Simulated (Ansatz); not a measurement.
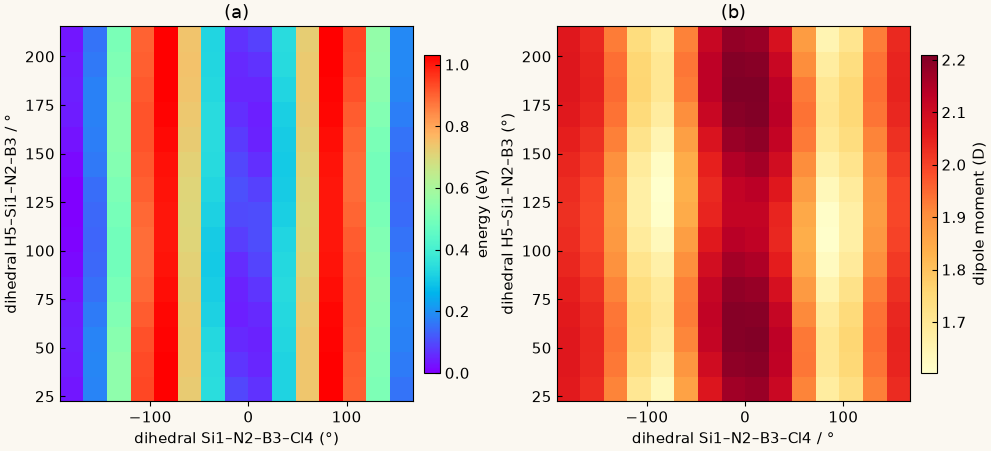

BClH5NSi, SMILES [SiH3]NBCl. 
- Coordinates scanned: (1) dihedral Si1–N2–B3–Cl4; (2) dihedral H5–Si1–N2–B3.
- Nothing is relaxed (all other coordinates rigid).
- The grid has 15 × 15 points.
- Points are written as (first, second).
- Energies are in eV, from the lowest grid point.
- Level of theory: RKS PBE-D4/def2-SVP (Ansatz 0.2.0).

Panel (a) is the energy; panel (b) is the computed dipole moment, in D.

The picture shows one coloured cell a grid point.

How does the dipole moment vary over the map, and what is it at the lowest grid point?

Leaving out the highest fifth of the energies, it runs from 1.67 D at (−108°, 131.9°) to 2.21 D at (12°, 183.3°). At the lowest grid point, (−180°, 119.0°), it is 2.03 D.

```tsv
dihedral H5–Si1–N2–B3 ↓, dihedral Si1–N2–B3–Cl4 →	−180	−156	−132	−108	−84	−60	−36	−12	12	36	60	84	108	132	156
209.0	2.07	2.04	1.93	1.74	1.69	1.92	2.11	2.19	2.18	2.08	1.88	1.65	1.71	1.92	2.04
196.1	2.07	2.05	1.94	1.76	1.70	1.93	2.13	2.20	2.20	2.11	1.90	1.68	1.74	1.94	2.04
183.3	2.07	2.05	1.95	1.76	1.70	1.93	2.13	2.21	2.21	2.13	1.93	1.70	1.75	1.94	2.05
170.4	2.06	2.04	1.94	1.75	1.68	1.90	2.11	2.20	2.21	2.14	1.94	1.71	1.75	1.94	2.04
157.6	2.05	2.03	1.92	1.72	1.65	1.87	2.08	2.18	2.19	2.12	1.93	1.70	1.74	1.92	2.03
144.7	2.04	2.01	1.90	1.69	1.62	1.84	2.05	2.15	2.16	2.10	1.90	1.67	1.71	1.90	2.01
131.9	2.03	2.00	1.88	1.67	1.60	1.83	2.03	2.12	2.14	2.07	1.87	1.63	1.69	1.88	2.00
119.0	2.03	1.99	1.88	1.67	1.61	1.85	2.04	2.12	2.12	2.04	1.85	1.61	1.67	1.88	1.99
106.1	2.03	2.00	1.88	1.69	1.63	1.87	2.06	2.14	2.13	2.04	1.84	1.61	1.67	1.88	2.00
93.3	2.04	2.01	1.90	1.71	1.67	1.90	2.09	2.16	2.15	2.06	1.85	1.63	1.69	1.90	2.01
80.4	2.05	2.02	1.92	1.74	1.69	1.92	2.12	2.19	2.18	2.09	1.88	1.66	1.72	1.92	2.03
67.6	2.06	2.04	1.93	1.75	1.70	1.93	2.13	2.20	2.20	2.12	1.91	1.69	1.75	1.94	2.04
54.7	2.07	2.04	1.94	1.75	1.69	1.91	2.12	2.20	2.21	2.13	1.93	1.70	1.76	1.94	2.04
41.9	2.07	2.04	1.93	1.73	1.67	1.89	2.10	2.19	2.20	2.13	1.93	1.70	1.75	1.94	2.04
29.0	2.06	2.03	1.92	1.70	1.64	1.86	2.07	2.17	2.18	2.11	1.92	1.68	1.73	1.92	2.03
```
